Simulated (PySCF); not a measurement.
# C4H7NSi: the cost of one run

The runs use PySCF 2.14.0, with density-fitted response routines of our own; the level of theory stands in each step. All values are computed, except where a source is named. Atoms count from 0, in the outputs and in this text.

## 1. The starting structure

13 atoms, charge 0, multiplicity 1; geometry from: GFN2-xTB. The atoms were then displaced at random by about 0.01 Å, so the start is not that level's minimum.

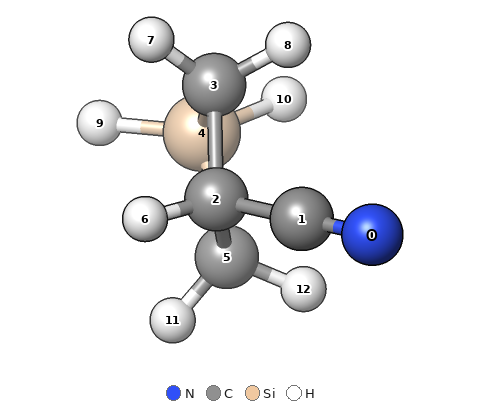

The starting geometry (nitrogen blue, carbon grey, silicon light orange, hydrogen white), atoms numbered; sticks join atoms by distance.

## 2. Geometry optimisation at PBE0-D3(BJ)/def2-SVP

What the job is given:

```
{"job": {"xc": "PBE0", "basis": "def2-SVP", "d3": "d3bj", "grid": 1, "shake": 0.01, "kind": "geom"}, "charge": 0, "multiplicity": 1}
N     -2.536850    -0.422930     1.726710
C     -1.826610    -0.302480     0.849440
C     -0.877160    -0.166500    -0.210160
C     -0.061330     1.187510    -0.151420
Si     1.584550     0.271850    -0.272790
C      0.326870    -1.146160    -0.058760
H     -1.357050    -0.295960    -1.159250
H     -0.362190     1.873510    -0.950580
H     -0.264590     1.706230     0.815860
H      2.223920     0.342740    -1.565540
H      2.519990     0.492990     0.840360
H      0.323970    -1.946230    -0.790310
H      0.312300    -1.611440     0.916110
```

Run with:

```console
OMP_NUM_THREADS=1 python probes_run.py task.json out
```

This one command runs all jobs of the session in turn.

**Question.** How long does this first job take on 1 thread of Arm Neoverse N1, shared host, and how much memory does it need?

About 1.8 min, with a peak of 0.49 GiB.
